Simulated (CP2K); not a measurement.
# quartet C2F3Si at 5 levels

We compute a comparison of 5 runs (UB3LYP/6-31G*, AM1, PM3, GFN1-xTB, PM6) of quartet C2F3Si. 

The calculation is run with CP2K 2026.2.

7 further runs of the same task are left out: 6 that didn't finish, 1 set aside as unsound or not needed.

## Step 1: The molecule

The species is C2F3Si (6 atoms), meant as a quartet with charge 0. SMILES of the parent species: `[C]#C[Si](F)(F)F`. The shape is that of a PBE0-D4/def2-TZVP optimisation. That shape belongs to the parent species and isn't relaxed for this state.

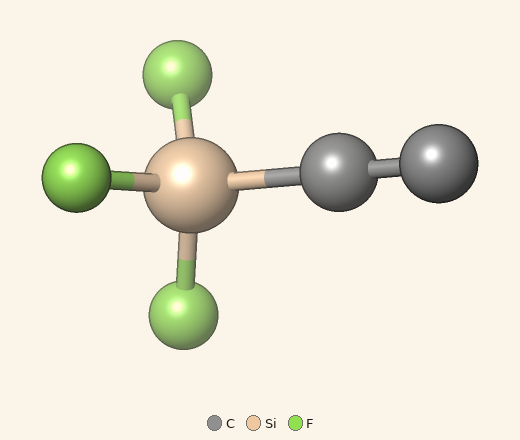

Viewed from a chosen angle; carbon grey, silicon light orange, fluorine green.

## Step 2: A single-point energy at UB3LYP/6-31G(d) (spherical functions) (run 1)

The input, molecule.xyz:

```xyz
6

C     -0.330200    -2.361200     0.703200
C     -0.165800    -1.214800     0.356500
Si     0.078600     0.488400    -0.158600
F     -1.011900     0.906200    -1.204900
F      1.491100     0.664500    -0.816000
F     -0.019800     1.452900     1.073600
```

The input, molecule.inp:

```
&FORCE_EVAL
  METHOD QUICKSTEP
  &DFT
    BASIS_SET_FILE_NAME ./6_31gs.basis
    POTENTIAL_FILE_NAME POTENTIAL
    MULTIPLICITY 4
    UKS T
    &QS
      METHOD GAPW
      EPS_DEFAULT 1.0E-10
    &END QS
    &MGRID
      CUTOFF 280
      REL_CUTOFF 50
      NGRIDS 4
    &END MGRID
    &POISSON
      PERIODIC NONE
      POISSON_SOLVER MULTIPOLE
    &END POISSON
    &SCF
      SCF_GUESS ATOMIC
      EPS_SCF 1.0E-05
      MAX_SCF 40
      &OT
        MINIMIZER CG
        PRECONDITIONER FULL_ALL
      &END OT
      &OUTER_SCF
        EPS_SCF 1.0E-05
        MAX_SCF 5
      &END OUTER_SCF
    &END SCF
    &XC
      &XC_FUNCTIONAL
        &HYB_GGA_XC_B3LYP
        &END HYB_GGA_XC_B3LYP
      &END XC_FUNCTIONAL
      &HF
        FRACTION 0.2
        &SCREENING
          EPS_SCHWARZ 1.0E-10
        &END SCREENING
        &MEMORY
          MAX_MEMORY 1050
        &END MEMORY
      &END HF
    &END XC
    &PRINT
      &MOMENTS
        PERIODIC F
        REFERENCE COM
        MAX_MOMENT 1
      &END MOMENTS
      &MO_CUBES
        NLUMO 2
        NHOMO -1
        WRITE_CUBE F
      &END MO_CUBES
      &LOWDIN ON
      &END LOWDIN
      &HIRSHFELD OFF
      &END HIRSHFELD
      &MO_MOLDEN ON
        NDIGITS 8
        NLUMO 2
      &END MO_MOLDEN
    &END PRINT
  &END DFT
  &SUBSYS
    &CELL
      ABC 9.5 10.8 9.3
      PERIODIC NONE
    &END CELL
    &TOPOLOGY
      COORD_FILE_NAME molecule.xyz
      COORD_FILE_FORMAT XYZ
      &CENTER_COORDINATES
      &END CENTER_COORDINATES
    &END TOPOLOGY
    &KIND C
      BASIS_SET 6-31Gs
      POTENTIAL ALL
      LEBEDEV_GRID 194
      RADIAL_GRID 100
    &END KIND
    &KIND Si
      BASIS_SET 6-31Gs
      POTENTIAL ALL
      LEBEDEV_GRID 194
      RADIAL_GRID 100
    &END KIND
    &KIND F
      BASIS_SET 6-31Gs
      POTENTIAL ALL
      LEBEDEV_GRID 194
      RADIAL_GRID 100
    &END KIND
  &END SUBSYS
&END FORCE_EVAL
&GLOBAL
  PROJECT molecule
  RUN_TYPE ENERGY
  PRINT_LEVEL MEDIUM
&END GLOBAL
```

Launch:

```
OMP_NUM_THREADS=1 cp2k.psmp -i molecule.inp -o molecule.out
```

What it wrote:

```text
CP2K| version string:                                       CP2K version 2026.2
[...]
 GLOBAL| Method name                                                        CP2K
[...]
 GLOBAL| Run type                                                         ENERGY
[...]
 DFT| Spin unrestricted (spin-polarized) Kohn-Sham calculation               UKS
 DFT| Multiplicity                                                             4
[...]
 DFT| Charge                                                                   0
[...]
 FUNCTIONAL| HYB_GGA_XC_B3LYP:
[...]
 QS| Method:                                                                GAPW
[...]
 QS| Density cutoff [a.u.]:                                                140.0
[...]
 QS| Relative density cutoff [a.u.]:                                        25.0
[...]
                             - Atoms:                                          6
[...]
                             - Spherical basis functions:                     88
[...]
 Number of electrons:                                                         28
[...]
     1 OT CG       0.15E+00    5.0     0.21849845      -624.4444905879 -6.24E+02
[...]
     9 OT CG       0.28E+00    2.0     0.00000356      -665.0492858296 -8.23E-08
  *** SCF run converged in     9 steps ***
[...]
  Overlap energy of the core charge distribution:               0.00005762437881
  Self energy of the core charge distribution:               -497.57606953722456
  Core Hamiltonian energy:                                   -189.98571891072470
  Hartree energy:                                              72.72552388327115
  Exchange-correlation energy:                                -16.46486312626286
  Hartree-Fock Exchange energy:                               -12.24013371777091
[...]
 ENERGY| Total FORCE_EVAL ( QS ) energy [hartree]           -665.049285829638848
[...]
```

Run time: 2.7 min. Hardware: 1 thread of Arm Neoverse V2, shared host; peak memory 0.71 GiB.

## Step 3: A single-point energy at AM1 (run 2)

molecule.xyz is that of step 2.

The input, job.inp:

```
&GLOBAL
   PROJECT job
   RUN_TYPE ENERGY
   PRINT_LEVEL MEDIUM
&END GLOBAL

&FORCE_EVAL
   METHOD Quickstep
   &DFT
      MULTIPLICITY 4
      UKS T
      &QS
         METHOD AM1
         EPS_DEFAULT 1.0E-10
         &SE
            &COULOMB
               CUTOFF [angstrom] 50
               RC_RANGE [angstrom] 0
            &END COULOMB
            &EXCHANGE
               CUTOFF [angstrom] 50
               RC_RANGE [angstrom] 0
            &END EXCHANGE
         &END SE
      &END QS
      &POISSON
         PERIODIC NONE
         POISSON_SOLVER ANALYTIC
      &END POISSON
      &SCF
         SCF_GUESS ATOMIC
         EPS_SCF 1.0E-06
         MAX_SCF 150
         ADDED_MOS 4
         &DIAGONALIZATION
            ALGORITHM STANDARD
         &END DIAGONALIZATION
         &MIXING
            METHOD DIRECT_P_MIXING
            ALPHA 0.4
         &END MIXING
      &END SCF
      &PRINT
         &MOMENTS
            PERIODIC F
            REFERENCE COM
            MAX_MOMENT 1
         &END MOMENTS
         &MO ON
            ENERGIES T
            OCCUPATION_NUMBERS T
            NDIGITS 6
            &EACH
               QS_SCF 0
            &END EACH
            ADD_LAST NUMERIC
         &END MO
         &HIRSHFELD OFF
         &END HIRSHFELD
      &END PRINT
   &END DFT
   &SUBSYS
      &CELL
         ABC 18.5 19.8 18.3
         PERIODIC NONE
      &END CELL
      &TOPOLOGY
         COORD_FILE_NAME molecule.xyz
         COORD_FILE_FORMAT XYZ
         &CENTER_COORDINATES
         &END CENTER_COORDINATES
      &END TOPOLOGY
   &END SUBSYS
&END FORCE_EVAL
```

Launch:

```
OMP_NUM_THREADS=1 cp2k.psmp -i job.inp -o job.out
```

What it wrote:

```text
CP2K| version string:                                       CP2K version 2026.2
[...]
 GLOBAL| Method name                                                        CP2K
[...]
 GLOBAL| Run type                                                         ENERGY
[...]
                             - Atoms:                                          6
[...]
                             - Spherical basis functions:                     24
[...]
 Number of electrons:                                                         18
[...]
     1 P_Mix/Diag. 0.40E+00    0.0     0.40120096       -60.3766503426 -6.04E+01
[...]
    26 DIIS/Diag.  0.29E-06    0.0     0.00000077       -65.8648568755 -2.00E-12
  *** SCF run converged in    26 steps ***
  Core-core repulsion energy [eV]:                           2471.05694539905608
  Core Hamiltonian energy [eV]:                             -3048.62002523778301
  Two-electron integral energy [eV]:                        -2429.42164651621306
  Electronic energy [eV]:                                   -4263.33084849588977
  Total energy [eV]:                                        -1792.27390309683324
  Atomic reference energy [eV]:                              1789.48373985132957
  Heat of formation [kcal/mol]:                               -64.34269807960432
[...]
 SE_DIPOLE| Moment [Debye]          0.09696950       0.68248531      -0.20762932
 SE_DIPOLE| Derivative [a.u.]       0.00000000       0.00000000       0.00000000
 ENERGY| Total FORCE_EVAL ( QS ) energy [hartree]            -65.864856875516963
[...]
```

It took 0.24 s on 1 thread of Arm Neoverse V2, shared host.

Runs 3 to 4 aren't shown in full; the table further down has their settings and results.

## Step 4: A single-point energy at PM6 (run 5)

The input, molecule.inp:

```
&GLOBAL
  PROJECT_NAME molecule
  RUN_TYPE ENERGY
  PRINT_LEVEL MEDIUM
&END GLOBAL

&FORCE_EVAL
  METHOD Quickstep
  &DFT
    CHARGE 0
    MULTIPLICITY 4
    UKS T
    # Quickstep
    &QS
      METHOD PM6
      EPS_DEFAULT 1.0E-10
      &SE
        &COULOMB
          CUTOFF [angstrom] 50
          RC_RANGE [angstrom] 0
        &END COULOMB
        &EXCHANGE
          CUTOFF [angstrom] 50
          RC_RANGE [angstrom] 0
        &END EXCHANGE
      &END SE
    &END QS
    # no periodic images
    &POISSON
      PERIODIC NONE
      POISSON_SOLVER ANALYTIC
    &END POISSON
    &SCF
      SCF_GUESS ATOMIC
      EPS_SCF 1.0E-06
      MAX_SCF 100
      &DIAGONALIZATION
        ALGORITHM STANDARD
      &END DIAGONALIZATION
      &MIXING
        METHOD DIRECT_P_MIXING
        ALPHA 0.4
      &END MIXING
    &END SCF
    # extra output
    &PRINT
      &MOMENTS
        PERIODIC F
        REFERENCE COM
        MAX_MOMENT 1
      &END MOMENTS
      &MO ON
        ENERGIES T
        OCCUPATION_NUMBERS T
        NDIGITS 6
        &EACH
          QS_SCF 0
        &END EACH
        ADD_LAST NUMERIC
      &END MO
      &HIRSHFELD OFF
      &END HIRSHFELD
    &END PRINT
  &END DFT
  &SUBSYS
    &CELL
      ABC [angstrom] 10.5 11.8 10.3
      PERIODIC NONE
    &END CELL
    &COORD
      C      4.680200     3.992950     5.918850
      C      4.844600     5.139350     5.572150
      Si     5.089000     6.842550     5.057050
      F      3.998500     7.260350     4.010750
      F      6.501500     7.018650     4.399650
      F      4.990600     7.807050     6.289250
    &END COORD
  &END SUBSYS
&END FORCE_EVAL
```

Launch:

```
OMP_NUM_THREADS=1 cp2k.psmp -i molecule.inp -o molecule.out
```

What it wrote:

```text
CP2K| version string:                                       CP2K version 2026.2
[...]
 GLOBAL| Method name                                                        CP2K
[...]
 GLOBAL| Run type                                                         ENERGY
[...]
                             - Atoms:                                          6
[...]
                             - Spherical basis functions:                     29
[...]
 Number of electrons:                                                         18
[...]
     1 P_Mix/Diag. 0.40E+00    0.0     0.48138202       -58.2734894915 -5.83E+01
[...]
    60 DIIS/Diag.  0.84E-06    0.0     0.00000096       -63.4488268178  8.60E-12
  *** SCF run converged in    60 steps ***
  Core-core repulsion energy [eV]:                           2279.47751382740307
  Core Hamiltonian energy [eV]:                             -2900.24180817517436
  Two-electron integral energy [eV]:                        -2211.53217488047267
  Electronic energy [eV]:                                   -4006.00789561541069
  Total energy [eV]:                                        -1726.53038178800762
  Atomic reference energy [eV]:                              1725.28284035132879
  Heat of formation [kcal/mol]:                               -28.76899125216988
[...]
 SE_DIPOLE| Moment [Debye]          0.89096404       6.27386556      -1.90119548
 SE_DIPOLE| Derivative [a.u.]       0.00000000       0.00000000       0.00000000
 ENERGY| Total FORCE_EVAL ( QS ) energy [hartree]            -63.448826817825307
[...]
```

Wall time 0.3 s (1 thread of Arm Neoverse V2, shared host).

## Step 5: All runs side by side

```csv
run,level,scheme,SCF convergence threshold,energy (Eh),dipole moment (D),HOMO energy (eV),wall time
1,UB3LYP/6-31G* (spherical functions),GAPW,1e-05,-665.049286,1.92,-3.93,2.7 min
2,AM1,–,1e-06,-65.864857,0.72,-7.89,0.24 s
3,PM3,–,1e-07,-59.833051,0.47,–,1.1 s
4,GFN1-xTB,–,1e-07,-21.319841,1.82,-7.08,2.7 s
5,PM6,–,1e-06,-63.448827,6.62,-5.33,0.3 s
```

## Step 6: Summary of results

| quantity | value |
| --- | --- |
| run 5: total energy | -63.44883 Eh |
| run 5: dipole moment | 6.62 D |
| run 5: HOMO energy (highest over α and β) | -5.33 eV |
| run 5: heat of formation | -28.8 kcal/mol |

The dipole moment (its size) runs from 0.47 D (PM3) to 6.62 D (PM6). Some of these are taken from atomic charges alone. So wide a spread suggests that the runs ended on unlike SCF solutions, not only an effect of the method. Force-field and semi-empirical energies have zeros of their own, so their totals don't compare. All runs together took 2.8 min, the longest 2.7 min.
